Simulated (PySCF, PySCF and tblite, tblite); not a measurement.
# C₁₂H₁₂: telling isomers apart by computed NMR

Can the signals of one isomer of C₁₂H₁₂ be assigned among several candidates?

Computed with tblite 0.8.0 (tight binding) and PySCF 2.14.0 (DFT, with response routines of our own); each step states its level. Atoms count from 0 throughout.

### 1 The molecule as given

24 atoms, charge 0, multiplicity 1; geometry from: MMFF94s geometry. This is the first candidate.

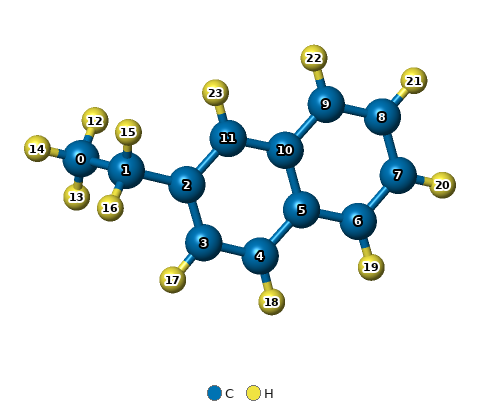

The starting geometry (carbon blue, hydrogen yellow), atoms numbered.

### 2 GFN2-xTB relaxation, isomer A, conformer 1

Job settings and geometry (Å):

```
{"job": {"xc": "GFN2-xTB", "basis": "xTB", "kind": "relax"}, "charge": 0, "multiplicity": 1}
C      3.500300     0.746000     0.472400
C      2.814200    -0.175400    -0.535600
C      1.363700    -0.367800    -0.218100
C      0.927900    -1.388400     0.612100
C     -0.428600    -1.557100     0.922300
C     -1.391600    -0.684200     0.375000
C     -2.752900    -0.827800     0.660800
C     -3.688700     0.051000     0.127900
C     -3.277000     1.078000    -0.708900
C     -1.931200     1.239900    -1.000400
C     -0.969900     0.365000    -0.470900
C      0.397300     0.511100    -0.754600
H      3.026900     1.744300     0.473900
H      3.423400     0.354400     1.490100
H      4.549200     0.872200     0.230700
H      2.934700     0.219800    -1.528600
H      3.323600    -1.151100    -0.519500
H      1.649100    -2.089400     1.055200
H     -0.730900    -2.364900     1.577100
H     -3.089700    -1.631800     1.320600
H     -4.752700    -0.073100     0.358500
H     -4.014500     1.768000    -1.130600
H     -1.617500     2.063500    -1.645700
H      0.723100     1.317400    -1.405300
```

Run with:

```sh
OMP_NUM_THREADS=1 python ens_run.py task.json out
```

This one command runs the whole study; its stages follow in the order run.

Standard output:

```text
step      E/eV     max force
  0    -865.45418    1.958
  1    -865.55864    0.812
  2    -865.57529    0.180
  3    -865.57817    0.135
  4    -865.58230    0.127
  5    -865.58354    0.082
  6    -865.58434    0.056
  7    -865.58495    0.067
  8    -865.58569    0.066
  9    -865.58616    0.044
 10    -865.58640    0.032
 11    -865.58640    0.032
 12    -865.58650    0.030
 13    -865.58679    0.020
 14    -865.58686    0.020
 15    -865.58705    0.022
 16    -865.58712    0.025
 17    -865.58722    0.024
 18    -865.58732    0.023
 19    -865.58746    0.027
 20    -865.58762    0.027
 21    -865.58777    0.023
 22    -865.58787    0.019
 23    -865.58793    0.017
 24    -865.58798    0.015
 25    -865.58803    0.014
 26    -865.58809    0.016
 27    -865.58817    0.025
 28    -865.58825    0.022
 29    -865.58832    0.016
 30    -865.58836    0.014
 31    -865.58840    0.013
 32    -865.58844    0.014
 33    -865.58848    0.011
 34    -865.58850    0.009
 35    -865.58852    0.010
 36    -865.58855    0.014
 37    -865.58858    0.013
 38    -865.58861    0.012
 39    -865.58864    0.012
 40    -865.58868    0.014
 41    -865.58872    0.019
 42    -865.58876    0.016
 43    -865.58880    0.013
 44    -865.58884    0.015
 45    -865.58888    0.018
 46    -865.58893    0.018
 47    -865.58897    0.014
 48    -865.58901    0.011
 49    -865.58904    0.014
 50    -865.58907    0.018
 51    -865.58912    0.016
 52    -865.58916    0.018
 53    -865.58921    0.019
 54    -865.58925    0.014
 55    -865.58927    0.011
 56    -865.58929    0.010
 57    -865.58931    0.011
 58    -865.58933    0.010
 59    -865.58936    0.012
 60    -865.58938    0.009
 61    -865.58939    0.008
 62    -865.58940    0.007
 63    -865.58941    0.007
 64    -865.58941    0.007
 65    -865.58942    0.005
 66    -865.58942    0.005
 67    -865.58943    0.006
 68    -865.58944    0.009
 69    -865.58945    0.009
 70    -865.58946    0.007
 71    -865.58947    0.006
 72    -865.58948    0.007
 73    -865.58949    0.008
 74    -865.58950    0.008
 75    -865.58952    0.011
 76    -865.58954    0.011
 77    -865.58955    0.008
 78    -865.58957    0.007
 79    -865.58958    0.007
 80    -865.58959    0.009
 81    -865.58961    0.010
 82    -865.58963    0.010
 83    -865.58965    0.009
 84    -865.58967    0.010
 85    -865.58970    0.012
 86    -865.58973    0.015
 87    -865.58977    0.012
 88    -865.58979    0.010
 89    -865.58981    0.009
 90    -865.58982    0.008
 91    -865.58983    0.008
 92    -865.58984    0.007
 93    -865.58985    0.008
 94    -865.58986    0.007
 95    -865.58987    0.007
 96    -865.58989    0.007
 97    -865.58990    0.008
 98    -865.58992    0.010
 99    -865.58995    0.012
100    -865.58997    0.012
101    -865.58999    0.009
102    -865.59001    0.008
103    -865.59002    0.008
104    -865.59003    0.010
105    -865.59005    0.012
106    -865.59006    0.011
107    -865.59008    0.007
108    -865.59009    0.009
109    -865.59010    0.009
110    -865.59012    0.007
111    -865.59012    0.006
112    -865.59013    0.006
113    -865.59014    0.007
114    -865.59015    0.008
115    -865.59015    0.004
116    -865.59016    0.005
117    -865.59016    0.005
118    -865.59017    0.006
119    -865.59018    0.005
120    -865.59018    0.006
121    -865.59019    0.007
122    -865.59020    0.007
123    -865.59021    0.006
124    -865.59021    0.004
```

It took 0.87 s on 1 thread of Arm Neoverse V2, shared host.

Gain 0.136 eV; displacement 0.09 Å root mean square.

### 3 Shieldings, isomer A, conformer 1: PBE0/6-31G*

Job settings and geometry (Å):

```
{"job": {"xc": "PBE0", "basis": "6-31G*", "kind": "nmr", "pop": true}, "charge": 0, "multiplicity": 1}
C      3.475696     0.672337     0.540225
C      2.804505    -0.145549    -0.564964
C      1.342649    -0.325707    -0.270697
C      0.931466    -1.342672     0.613817
C     -0.385142    -1.508162     0.933857
C     -1.372985    -0.661143     0.389324
C     -2.741371    -0.801105     0.698615
C     -3.670066     0.040670     0.153554
C     -3.272239     1.059773    -0.726011
C     -1.953452     1.219318    -1.046901
C     -0.970172     0.367958    -0.500895
C      0.398192     0.507826    -0.809501
H      3.008873     1.651619     0.620172
H      3.376521     0.168378     1.499095
H      4.533538     0.807185     0.325960
H      2.930201     0.367458    -1.520441
H      3.290406    -1.121411    -0.634706
H      1.679509    -1.998731     1.036634
H     -0.690885    -2.293496     1.611135
H     -3.042497    -1.587585     1.376582
H     -4.717217    -0.071481     0.394924
H     -4.019201     1.717184    -1.147122
H     -1.643033     2.002854    -1.724035
H      0.694972     1.294245    -1.490304
```

Standard output:

```text
coarse grid: 20472 points
cycle   1  E = -463.9999074383  dE =  2.174e+00  |g| = 4.670e-01  |ddm| = 5.005e+00
cycle   2  E = -464.0124909276  dE = -1.258e-02  |g| = 4.327e-01  |ddm| = 1.103e+00
cycle   3  E = -464.0640029042  dE = -5.151e-02  |g| = 3.668e-02  |ddm| = 5.548e-01
cycle   4  E = -464.0641689918  dE = -1.661e-04  |g| = 2.589e-02  |ddm| = 6.497e-02
cycle   5  E = -464.0643293821  dE = -1.604e-04  |g| = 6.531e-03  |ddm| = 3.070e-02
cycle   6  E = -464.0643391450  dE = -9.763e-06  |g| = 2.717e-03  |ddm| = 9.935e-03
final grid: 198960 points
cycle   7  E = -463.9575701048  dE = -5.271e-05  |g| = 1.058e-02  |ddm| = 4.908e-02
cycle   8  E = -463.9575545122  dE =  1.559e-05  |g| = 1.306e-02  |ddm| = 2.681e-02
cycle   9  E = -463.9575998369  dE = -4.532e-05  |g| = 2.995e-03  |ddm| = 1.687e-02
cycle  10  E = -463.9576024133  dE = -2.576e-06  |g| = 3.760e-04  |ddm| = 3.806e-03
cycle  11  E = -463.9576024475  dE = -3.425e-08  |g| = 1.375e-04  |ddm| = 5.614e-04
cycle  12  E = -463.9576024521  dE = -4.566e-09  |g| = 4.019e-05  |ddm| = 1.770e-04
cycle  13  E = -463.9576024524  dE = -3.263e-10  |g| = 2.283e-05  |ddm| = 6.997e-05
converged SCF energy = -463.9576024524

GIAO shielding tensors (ppm)
atom      isotropic    diamagn.    paramagn.     s11        s22        s33       span
  0 C      175.509     247.141     -71.632    165.564    166.146    194.817     29.253
  1 C      163.232     248.510     -85.278    148.063    160.074    181.560     33.497
  2 C       60.665     253.682    -193.017    -23.160     22.129    183.025    206.185
  3 C       75.018     261.802    -186.785    -16.409     66.091    175.372    191.781
  4 C       72.560     263.203    -190.644    -16.155     64.118    169.716    185.871
  5 C       71.925     254.316    -182.391      3.298      7.976    204.501    201.203
  6 C       73.345     261.993    -188.648    -16.298     64.262    172.072    188.370
  7 C       76.876     256.034    -179.158    -17.747     62.884    185.491    203.239
  8 C       76.001     256.618    -180.617    -19.370     62.005    185.369    204.739
  9 C       73.721     263.427    -189.706    -15.524     65.082    171.605    187.130
 10 C       69.952     254.855    -184.903      1.626      5.891    202.339    200.713
 11 C       74.566     266.130    -191.564     -8.613     72.787    159.525    168.138
 12 H       31.168      30.142       1.026     26.545     31.102     35.856      9.311
 13 H       31.053      30.045       1.007     26.076     31.042     36.040      9.964
 14 H       30.937      28.978       1.959     26.981     27.376     38.455     11.474
 15 H       29.523      31.234      -1.711     24.917     29.369     34.284      9.367
 16 H       29.450      30.849      -1.399     25.527     28.559     34.263      8.736
 17 H       24.841      31.950      -7.109     20.073     24.544     29.906      9.833
 18 H       24.531      31.451      -6.919     19.335     25.215     29.044      9.709
 19 H       24.536      30.200      -5.664     19.479     25.096     29.033      9.554
 20 H       24.807      25.817      -1.010     20.301     26.058     28.062      7.761
 21 H       24.770      26.916      -2.145     20.277     25.892     28.143      7.866
 22 H       24.556      32.542      -7.986     19.398     24.894     29.377      9.979
 23 H       24.709      34.892     -10.183     19.314     24.072     30.743     11.429
```

Run time: 43 s. Hardware: 1 thread of Arm Neoverse V2, shared host.

Key values: HOMO -5.95 eV, LUMO -0.75 eV; dipole 0.41 D.

The fields below are evaluated on a grid from the run's orbitals.

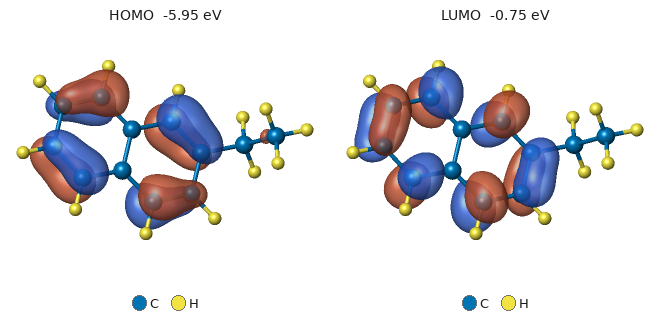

Frontier orbitals at PBE0/6-31G*; each surface holds 70 % of the orbital's density, blue and red mark the sign.

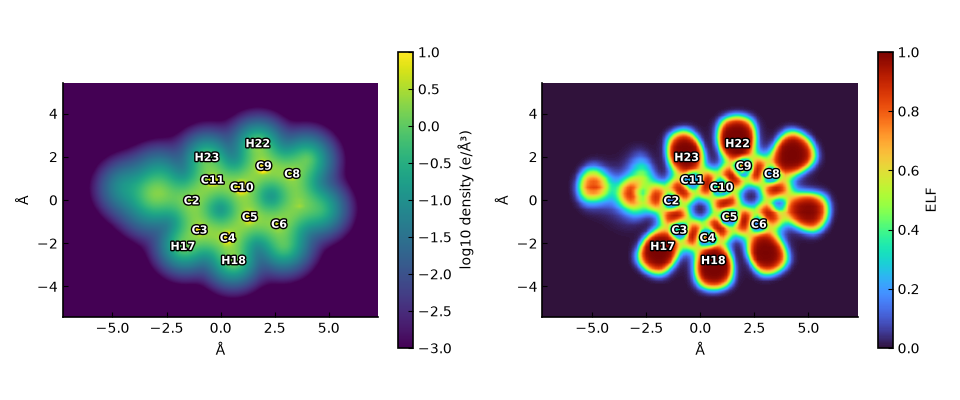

Density (left) and ELF (right) in a plane through or near 13 of the atoms.

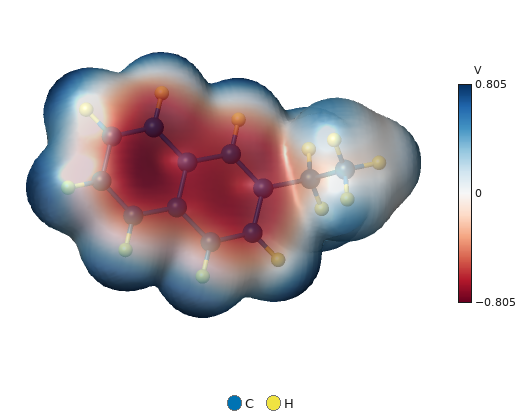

Electrostatic potential on the surface of density 0.002 e/bohr³; red is low, blue high. It runs, from the 1st to the 99th percentile, from -0.81 V near C7 to 0.80 V near H18.

### 4 Boltzmann average, isomer A: properties at PBE0/6-31G*

Job settings and geometry (Å):

```
{"job": {"study": "conf", "smiles": "CCc1ccc2ccccc2c1", "search": {"seed": 5063, "n_embed": 60, "ff_keep": 14, "window": 2.5, "nmax": 6, "temps": [250, 298.15, 350], "t_ref": 298.15, "order": 0.001}, "level": {"nmr": {"xc": "PBE0", "basis": "6-31G*"}}, "kind": "conf"}, "charge": 0, "multiplicity": 1}
C      3.475696     0.672337     0.540225
C      2.804505    -0.145549    -0.564964
C      1.342649    -0.325707    -0.270697
C      0.931466    -1.342672     0.613817
C     -0.385142    -1.508162     0.933857
C     -1.372985    -0.661143     0.389324
C     -2.741371    -0.801105     0.698615
C     -3.670066     0.040670     0.153554
C     -3.272239     1.059773    -0.726011
C     -1.953452     1.219318    -1.046901
C     -0.970172     0.367958    -0.500895
C      0.398192     0.507826    -0.809501
H      3.008873     1.651619     0.620172
H      3.376521     0.168378     1.499095
H      4.533538     0.807185     0.325960
H      2.930201     0.367458    -1.520441
H      3.290406    -1.121411    -0.634706
H      1.679509    -1.998731     1.036634
H     -0.690885    -2.293496     1.611135
H     -3.042497    -1.587585     1.376582
H     -4.717217    -0.071481     0.394924
H     -4.019201     1.717184    -1.147122
H     -1.643033     2.002854    -1.724035
H      0.694972     1.294245    -1.490304
```

Standard output:

```text
conformer  sym    E(xTB)   E(DFT)   G(298.15 K)  weight  dipole/D
    1     C1      0.000    0.000    0.000   1.0000    0.413

mean shielding (ppm) by class
class atoms           250 K   298.15 K      350 K
  0 C  0            175.509    175.509    175.509
  1 C  1            163.232    163.232    163.232
  2 C  2             60.665     60.665     60.665
  3 C  3             75.018     75.018     75.018
  4 C  4              72.56      72.56      72.56
  5 C  5             71.925     71.925     71.925
  6 C  6             73.345     73.345     73.345
  7 C  7             76.876     76.876     76.876
  8 C  8             76.001     76.001     76.001
  9 C  9             73.721     73.721     73.721
 10 C  10            69.952     69.952     69.952
 11 C  11            74.566     74.566     74.566
 12 H  12,13,14      31.053     31.053     31.053
 13 H  15,16         29.486     29.486     29.486
 14 H  17            24.841     24.841     24.841
 15 H  18            24.532     24.532     24.532
 16 H  19            24.536     24.536     24.536
 17 H  20            24.807     24.807     24.807
 18 H  21             24.77      24.77      24.77
 19 H  22            24.556     24.556     24.556
 20 H  23            24.709     24.709     24.709
```

Wall time 45 s (1 thread of Arm Neoverse V2, shared host). This counts the runs that the step sums up.

The search (ETKDG and KDG, MMFF94s, GFN2-xTB) embedded 60 structures, kept 1 distinct ones after the force field and 1 after xTB; 1 was carried on (window 2.5 kcal/mol at the search's own energies). Energies: PBE0/6-31G* with D3(BJ).

The conformers at 298 K:

| no. | group | mirror pair | ΔE xTB | ΔE DFT | ΔG | weight (%) | μ (D) | C0–C1–C2–C3 (°) | A, B, C (GHz) |
| --- | --- | --- | --- | --- | --- | --- | --- | --- | --- |
| 1 | C1 | yes | 0.00 | 0.00 | 0.00 | 100.0 | 0.41 | -82 | 2.45, 0.59, 0.50 |

Energies in kcal/mol. ΔG holds xTB vibrations and rotation, symmetry numbers and mirror pairs.

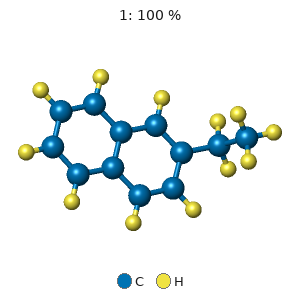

The one conformer.

Shifts against references run at the same level (1H TMS 32.41, 13C TMS 196.4 ppm of shielding), by class of atoms, at 298 K:

| atoms | environment | average |
| --- | --- | --- |
| C2 | substituted aromatic carbon | 135.7 |
| C10 | ring-fusion aromatic carbon | 126.4 |
| C5 | ring-fusion aromatic carbon | 124.5 |
| C4 | aromatic CH | 123.8 |
| C6 | aromatic CH | 123.0 |
| C9 | aromatic CH | 122.7 |
| C11 | aromatic CH | 121.8 |
| C3 | aromatic CH | 121.4 |
| C8 | aromatic CH | 120.4 |
| C7 | aromatic CH | 119.5 |
| C1 | sp3 CH2 on an aromatic ring | 33.2 |
| C0 | methyl carbon | 20.9 |
| H18 | hydrogen on an aromatic CH | 7.88 |
| H19 | hydrogen on an aromatic CH | 7.88 |
| H22 | hydrogen on an aromatic CH | 7.86 |
| H23 | hydrogen on an aromatic CH | 7.70 |
| H21 | hydrogen on an aromatic CH | 7.64 |
| H20 | hydrogen on an aromatic CH | 7.61 |
| H17 | hydrogen on an aromatic CH | 7.57 |
| H15, H16 | hydrogen on an sp3 CH2 on an aromatic ring | 2.93 |
| H12, H13, H14 | hydrogen on a methyl carbon | 1.36 |

Effective distances for nuclear Overhauser effects, ⟨r⁻⁶⟩^(−1/6) over all pairs of two classes (Å): H22···H23 2.45; H17···H18 2.46; H19···H20 2.46; H20···H21 2.46; H21···H22 2.46; H18···H19 2.47; H12···H15 2.61; H15···H23 2.68.

### 5 GFN2-xTB relaxation, isomer B, conformer 1

Job settings and geometry (Å):

```
{"job": {"xc": "GFN2-xTB", "basis": "xTB", "kind": "relax"}, "charge": 0, "multiplicity": 1}
C     -2.862500    -0.851900    -0.308800
C     -2.071400    -0.411500     0.899300
C     -0.848700     0.409800     0.530700
C     -0.996300     1.820600     0.545600
C      0.064800     2.639800     0.215800
C      1.277000     2.083700    -0.177200
C      1.454800     0.696600    -0.225200
C      2.695900     0.158400    -0.612100
C      2.890900    -1.227700    -0.674500
C      1.842800    -2.082500    -0.336400
C      0.609600    -1.561200     0.053100
C      0.376600    -0.169300     0.129500
H     -3.234600     0.019300    -0.863300
H     -3.738400    -1.433900     0.001700
H     -2.278700    -1.458900    -0.984900
H     -2.717800     0.166600     1.589200
H     -1.761300    -1.283900     1.502900
H     -1.942000     2.260000     0.847300
H     -0.054200     3.724200     0.241900
H      2.105400     2.751300    -0.435200
H      3.511900     0.816300    -0.879800
H      3.846700    -1.622400    -0.982400
H      1.997500    -3.149700    -0.373500
H     -0.179800    -2.274100     0.303800
```

Standard output:

```text
step      E/eV     max force
  0    -865.36749    1.879
  1    -865.48121    0.695
  2    -865.49741    0.271
  3    -865.50503    0.236
  4    -865.51652    0.241
  5    -865.51897    0.105
  6    -865.52062    0.096
  7    -865.52186    0.099
  8    -865.52305    0.077
  9    -865.52367    0.047
 10    -865.52407    0.036
 11    -865.52407    0.036
 12    -865.52424    0.033
 13    -865.52469    0.032
 14    -865.52485    0.027
 15    -865.52517    0.038
 16    -865.52550    0.039
 17    -865.52593    0.044
 18    -865.52628    0.056
 19    -865.52659    0.040
 20    -865.52689    0.034
 21    -865.52719    0.039
 22    -865.52740    0.031
 23    -865.52751    0.019
 24    -865.52758    0.015
 25    -865.52763    0.018
 26    -865.52770    0.021
 27    -865.52777    0.020
 28    -865.52786    0.020
 29    -865.52797    0.024
 30    -865.52809    0.025
 31    -865.52821    0.024
 32    -865.52830    0.017
 33    -865.52837    0.019
 34    -865.52843    0.018
 35    -865.52849    0.020
 36    -865.52856    0.025
 37    -865.52864    0.020
 38    -865.52872    0.020
 39    -865.52879    0.020
 40    -865.52885    0.020
 41    -865.52891    0.020
 42    -865.52897    0.016
 43    -865.52902    0.016
 44    -865.52906    0.016
 45    -865.52909    0.013
 46    -865.52912    0.012
 47    -865.52915    0.011
 48    -865.52918    0.013
 49    -865.52922    0.015
 50    -865.52926    0.016
 51    -865.52931    0.017
 52    -865.52937    0.018
 53    -865.52944    0.022
 54    -865.52951    0.020
 55    -865.52959    0.018
 56    -865.52965    0.016
 57    -865.52970    0.016
 58    -865.52975    0.016
 59    -865.52979    0.014
 60    -865.52982    0.012
 61    -865.52985    0.011
 62    -865.52987    0.010
 63    -865.52989    0.009
 64    -865.52991    0.009
 65    -865.52992    0.009
 66    -865.52994    0.008
 67    -865.52996    0.009
 68    -865.52998    0.009
 69    -865.52999    0.007
 70    -865.53000    0.007
 71    -865.53001    0.006
 72    -865.53002    0.007
 73    -865.53003    0.007
 74    -865.53003    0.005
 75    -865.53004    0.004
 76    -865.53004    0.004
```

Run time: 0.53 s. Hardware: 1 thread of Arm Neoverse V2, shared host.

Relaxing gained 0.163 eV and moved the atoms by 0.07 Å on average (rms).

### 6 GFN2-xTB relaxation, isomer B, conformer 2

Job settings and geometry (Å):

```
{"job": {"xc": "GFN2-xTB", "basis": "xTB", "kind": "relax"}, "charge": 0, "multiplicity": 1}
C      3.430100    -0.119400     0.260400
C      2.010100    -0.696100     0.333300
C      0.858800     0.207100    -0.005100
C      1.064100     1.552700    -0.403600
C     -0.001300     2.380000    -0.709900
C     -1.308800     1.901600    -0.662800
C     -1.563300     0.583000    -0.284000
C     -2.883000     0.120300    -0.224800
C     -3.172600    -1.198000     0.146500
C     -2.146600    -2.059300     0.478200
C     -0.822400    -1.611800     0.425600
C     -0.493200    -0.289200     0.053200
H      3.651400     0.220300    -0.744100
H      4.162800    -0.878100     0.536300
H      3.539900     0.738200     0.947600
H      1.979800    -1.568000    -0.314400
H      1.870500    -1.056300     1.372800
H      2.065600     1.955900    -0.453300
H      0.186900     3.413500    -1.007900
H     -2.114900     2.575500    -0.910200
H     -3.717000     0.785000    -0.478900
H     -4.209000    -1.535100     0.181100
H     -2.352000    -3.074300     0.779700
H     -0.047500    -2.327900     0.692000
```

Standard output:

```text
step      E/eV     max force
  0    -865.30467    2.049
  1    -865.42539    0.802
  2    -865.44575    0.271
  3    -865.45237    0.241
  4    -865.46409    0.263
  5    -865.46736    0.136
  6    -865.47006    0.098
  7    -865.47196    0.140
  8    -865.47383    0.118
  9    -865.47506    0.082
 10    -865.47597    0.057
 11    -865.47670    0.062
 12    -865.47736    0.063
 13    -865.47797    0.067
 14    -865.47856    0.054
 15    -865.47908    0.051
 16    -865.47943    0.041
 17    -865.47962    0.024
 18    -865.47962    0.024
 19    -865.47969    0.019
 20    -865.47979    0.015
 21    -865.47982    0.013
 22    -865.47985    0.011
 23    -865.47986    0.007
 24    -865.47987    0.005
 25    -865.47988    0.006
 26    -865.47988    0.006
 27    -865.47989    0.004
 28    -865.47989    0.004
```

It took 0.21 s on 1 thread of Arm Neoverse V2, shared host.

Gain 0.175 eV; displacement 0.04 Å root mean square.

(Part 1 of 3 ends here.)
